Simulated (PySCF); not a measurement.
**C6H14Si (SMILES CC[C@H]1CCC[SiH2]1): density, localisation and related maps**

```xyz
21

C     2.6869    0.6330   -0.3158
C     1.7201   -0.1927    0.5214
C     0.3497   -0.3130   -0.1374
C    -0.5872   -1.2406    0.6463
C    -2.0119   -1.0133    0.1506
C    -2.2978    0.4896    0.2069
Si   -0.6520    1.3086   -0.2949
H     2.8322    0.1763   -1.2924
H     2.2958    1.6373   -0.4645
H     3.6549    0.7069    0.1751
H     1.6095    0.2685    1.5059
H     2.1403   -1.1919    0.6742
H     0.4953   -0.7459   -1.1334
H    -0.2942   -2.2877    0.5363
H    -0.5338   -0.9894    1.7089
H    -2.0884   -1.3600   -0.8828
H    -2.7304   -1.5810    0.7463
H    -3.1434    0.7511   -0.4259
H    -2.5698    0.7714    1.2247
H    -0.6501    1.8504   -1.6570
H    -0.2347    2.3393    0.6616
```

Geometry: GFN2-xTB.

Computed with PBE0/def2-SVPD, SCF density, gas phase (PySCF 2.14.0).

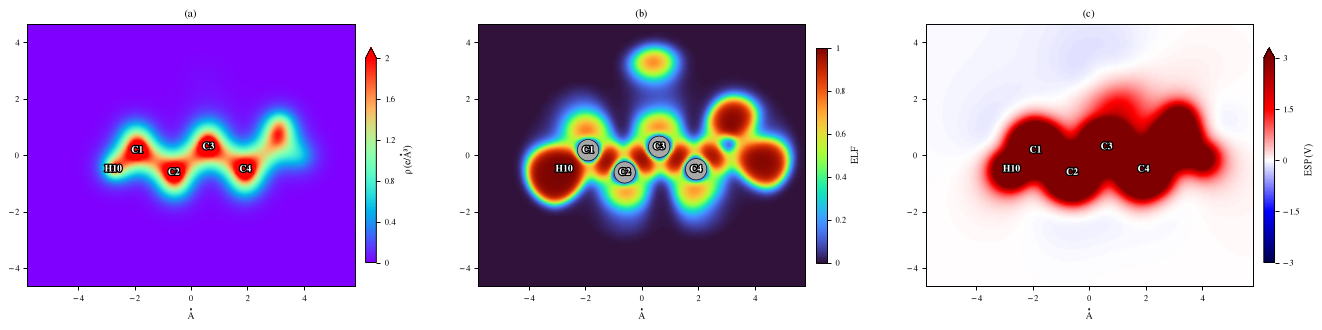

Figure 1. (a) total electron density; (b) ELF; (c) molecular electrostatic potential on the plane of atoms C2, C3 and C4. Grey discs cover the atomic cores in the ELF map.

Q: Interpret the plot.

A: The plane passes through C and H nuclei.
C–C (1.52 Å): ρ at the midpoint is about 1.7 e/Å³; the ELF peaks at about 0.95 between the atoms (a covalent bond).
C–H (1.09 Å): ρ at the midpoint is about 1.9 e/Å³; the ELF climbs to about 1 towards the hydrogen, as it does in any bond to H: an ordinary covalent bond to hydrogen.
The potential has no marked negative region in this plane.

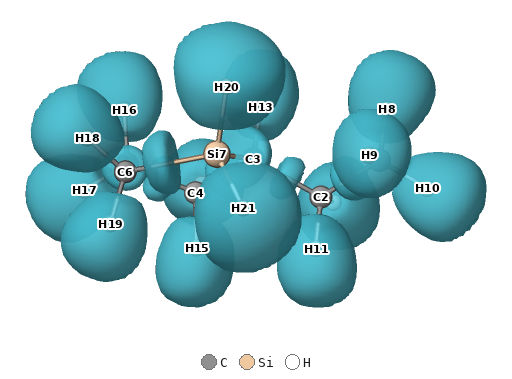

Figure 2. Isosurface of the ELF at 0.8 (cyan), seen from one side. Core shells and regions of very low density are left out.

Q: Where are the electrons localised?

A: The ELF exceeds this value in five regions between bonded C–C atoms (shared pairs), two regions between bonded C–Si atoms (shared pairs) and 14 regions around hydrogen nuclei.


 C–Si (1.91 Å): the ELF peaks at about 0.95 between the atoms (a covalent bond).
